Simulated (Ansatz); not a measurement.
Base system: Pt in the fcc (Cu type) structure (space group Fm-3m, No. 225; a = 3.9183 Å).

Structures relaxed with PBEsol in Ansatz (plane waves to 420 eV, PAW, no spin-orbit coupling).

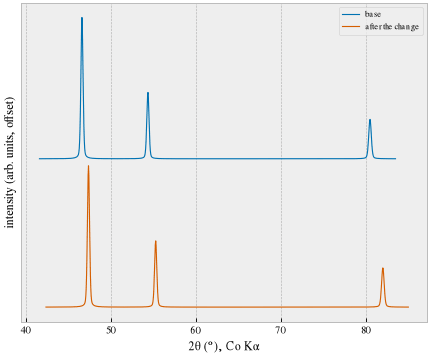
Fig. 1. Simulated powder patterns before (top) and after one change

Which change produced these results?
A. pressure 50 GPa
B. pressure 100 GPa
C. pressure 15 GPa
D. pressure 75 GPa

C, pressure 15 GPa. Its volume per atom is 14.36 Å³ against 15.04 Å³, and its space group is Fm-3m (No. 225).

Load acts through the strain it causes; cell and atoms are relaxed under it. No phonon test of stability was made. No other phases were tried under pressure. All final runs are without spin polarisation.

Ansatz is a quantum-chemistry and plane-wave program.
